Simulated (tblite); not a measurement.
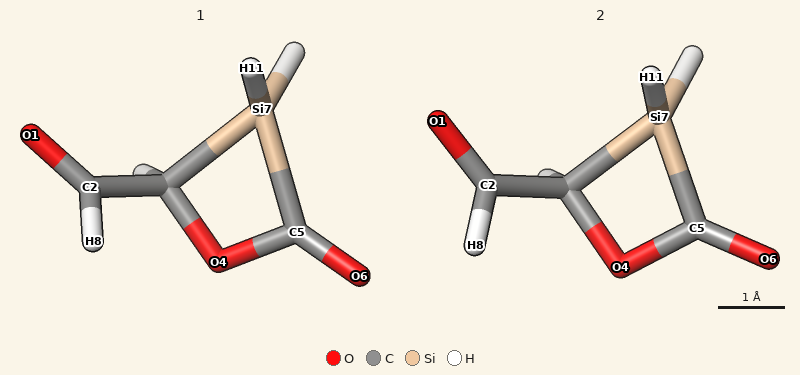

Two geometries of C3H4O3Si, drawn at one scale. One is the start of a relaxation, the other its converged end. A stick model, seen face on.

All numbers below come from GFN2-xTB geometry optimisation, gas phase (tblite). 

Which geometry has the lower energy?

Structure 1 is the relaxed one. The energy falls by 65.1 kJ/mol in 51 geometry steps. The largest move after the best rigid fit is that of an H atom, 0.32 Å. Largest moves by element: H 0.32 Å, O 0.30 Å, Si 0.14 Å, C 0.07 Å. Among the contacts that change: C–Si 1.781 → 1.952 Å, C–Si 1.867 → 1.966 Å, C–O 1.247 → 1.202 Å, C–O 1.481 → 1.437 Å. Among the angles between lasting bonds that change: O–C–Si 131.4° → 139.3°, C–O–C 98.2° → 104.1°, O–C–O 130.1° → 125.3°. Cost: 0.44 s on 1 thread of Arm Neoverse N1, on a shared host.
